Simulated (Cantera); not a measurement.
Charge: 1 mol Si, 0.85 mol Cl2, 2.4 mol H2, equilibrated at 4.00 bar.

Cantera equilibrium calculation (NASA polynomials, part measured and part estimated; ideal gas, pure solids and liquids). Candidate condensed phases: Si; 19 gas species. The tables' values for SiCl3 are old estimates; treat these amounts as uncertain. Rates play no part.

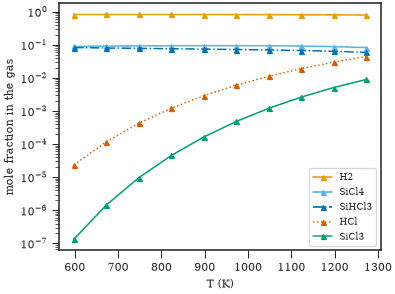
Fig. 1. Equilibrium gas composition (values under 1e-9 drawn at 1e-9)

From 598 K to 1273 K the condensed part is Si(s). The main Si-bearing gas is SiCl4 throughout.
